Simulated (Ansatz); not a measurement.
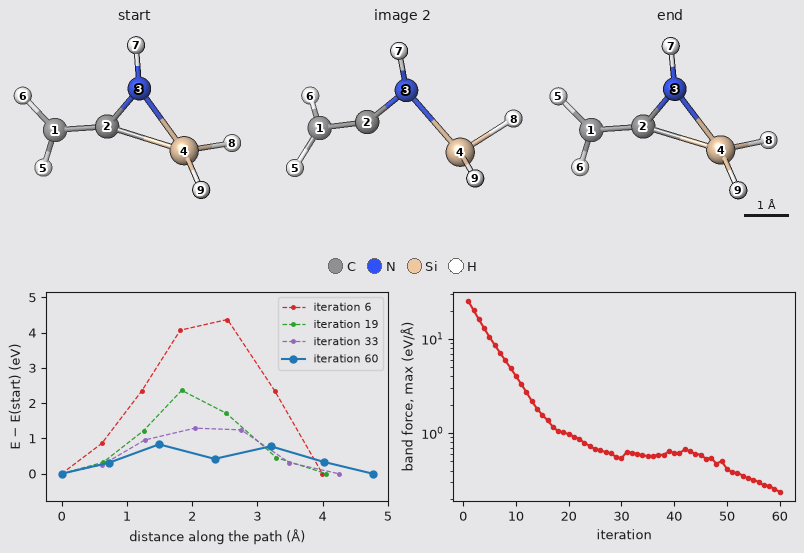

A search for the minimum-energy path of C2H5NSi by the nudged elastic band. Images are numbered from 0 (start) to 6 (end). The plot follows the band through its iterations. A ball-and-stick model, seen at a tilt.

The calculation used RKS BLYP/6-31G in Ansatz 0.2.0. Set-up: 5 movable images; climbing image; force threshold 0.05 eV/Å; iteration limit 60; optimiser FIRE; largest step 0.02 Å; starting path through a guess of the saddle point.

How did the profile develop, and is the result final?

The result isn't final. The band hadn't converged when the run stopped after 60 iterations. The largest component of the band force went from 25 to 0.24 eV/Å. The barrier read from it is provisional, though the highest image hardly moved in the last two iterations. The step length is far from the usual. The first iteration put the highest image at 7.70 eV. The two ends have the same energy, and the highest point, image 2, lies 0.83 eV above the start. The profile has 2 maxima (images 2, 4) with a dip at image 3 (+0.42 eV), which on an unconverged band is provisional.
